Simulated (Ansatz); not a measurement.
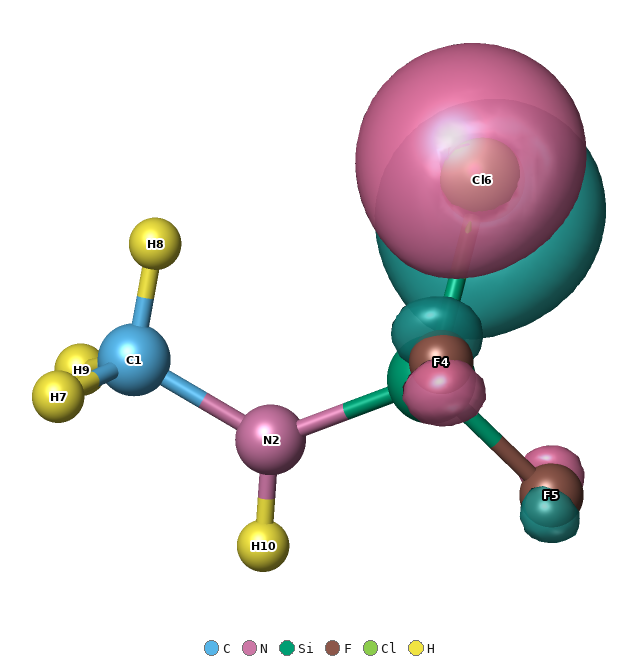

The picture shows: CH4ClF2NSi. The HOMO−1 at ±0.15 Å⁻³ᐟ² (teal and pink are the two phases), seen at a tilt.

Geometry: PBE0-D4/def2-TZVP.

Level of theory: RKS PBE0-D4/def2-TZVPP in Ansatz 0.2.0.

| atom | x (Å) | y (Å) | z (Å) |
| --- | --- | --- | --- |
| C | -0.3425 | -0.5941 | -1.2548 |
| N | 0.4798 | 0.2059 | -0.3696 |
| Si | 0.2418 | 0.4498 | 1.2671 |
| F | 0.5315 | -0.8123 | 2.1760 |
| F | 1.2448 | 1.5747 | 1.7373 |
| Cl | -1.6681 | 0.9792 | 1.6897 |
| H | 0.1315 | -1.5454 | -1.5158 |
| H | -1.2945 | -0.8187 | -0.7707 |
| H | -0.5689 | -0.0520 | -2.1765 |
| H | 1.3278 | 0.5617 | -0.7799 |

**What is the character of this orbital?**

Its weight (Hirshfeld) is mainly on Cl6 (about 85 %); largely a lone pair of Cl6. Its energy is −9.72 eV.
